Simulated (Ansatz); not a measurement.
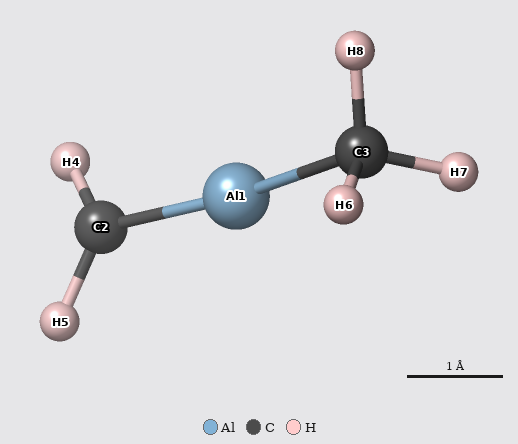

*The structure as given in the input (ball-and-stick view, seen at a tilt; atoms are numbered from 1 in the order of the input). Sticks mark near contacts.*

Bond lengths as drawn: Al–C 1.78 to 1.94 Å and C–H 1.09 Å.

**Run report: C$_{2}$H$_{5}$Al, single-point calculation**

System: C$_{2}$H$_{5}$Al.
Method: direct RPA on PBE orbitals, frozen core/def2-TZVPP (Ansatz 0.2.0).

The geometry comes from this level: PBE0-D4/def2-TZVP.

Output
```
Functional definition: PBE
  name "PBE"
  cite "Perdew, Burke & Ernzerhof, Phys. Rev. Lett. 77, 3865 (1996) doi:10.1103/PhysRevLett.77.3865"
  parent pbe
  parameter kappa = 0.804
  parameter beta = 0.06672455060314922
  exchange = pbe_x(kappa = kappa, mu = beta*pi^2/3)
  correlation = pbe_c(beta = beta)
1005 factors; integrals over basis functions are off by at most 1.1e-3 eV
mean field evaluation 1: about -8719.8165 eV, gradient 1.0e2 eV
mean field evaluation 2: about -8719.8134 eV, gradient 1.0e2 eV
mean field evaluation 4: about -8736.3864 eV, gradient 4.8e1 eV
mean field evaluation 8: about -8744.6376 eV, gradient 4.2e-1 eV
mean field evaluation 16: about -8744.6380 eV, gradient 2.5e-4 eV
mean field evaluation 32: about -8722.0804 eV, gradient 7.7e1 eV
mean field -8744.63799507 eV, -321.3595189903 hartree, gradient 1.5e-6 eV, S^2 0.000000; 0 other end points of the search recorded, 0 dependent functions left out
7 core orbitals not correlated: weight in the atoms' cores, before any rotation towards them, 1.000 or more for the frozen orbitals, at most 0.000 for the correlated occupied ones
reference -8720.76729461 eV, -320.4822869286 hartree; 8, 8 occupied and 159, 159 virtual orbitals, 1005 factors
Total energy: -8740.96515202 eV, -321.2245444979 hartree
```

This output came from the following input.

The input
```yaml
crystal:
  periodic: [false, false, false]
  atoms:
    - {symbol: Al, position_ang: [-0.759122, 0.504339, -0.115542]}
    - {symbol: C, position_ang: [-2.014712, -0.754255, -0.272443]}
    - {symbol: C, position_ang: [0.497034, 1.900228, 0.378839]}
    - {symbol: H, position_ang: [-2.988814, -0.544970, -0.705985]}
    - {symbol: H, position_ang: [-1.781811, -1.812645, -0.195040]}
    - {symbol: H, position_ang: [1.117753, 1.567922, 1.215630]}
    - {symbol: H, position_ang: [1.153213, 2.179803, -0.446900]}
    - {symbol: H, position_ang: [-0.043552, 2.792544, 0.706854]}
basis:
  gaussian: {orbitals: def2-TZVPP}
hamiltonian: {xc: pbe}
correlation: {method: rpa}
```

Run as:
```bash
ansatz run in.yaml --threads 4 --pin off --events-out ev --progress --plain --max-ram 9574MiB
```

Summary

```csv
quantity,value
outcome,converged
total energy,−8740.9652 eV
mean-field energy,−8720.7673 eV
SCF solution under orbital rotations,stable
hardware,"4 threads of Intel Xeon @ 2.50GHz, 180 GiB of memory available, shared host"
wall time,6 s (CPU time 15 s)
peak memory,0.48 GiB
```
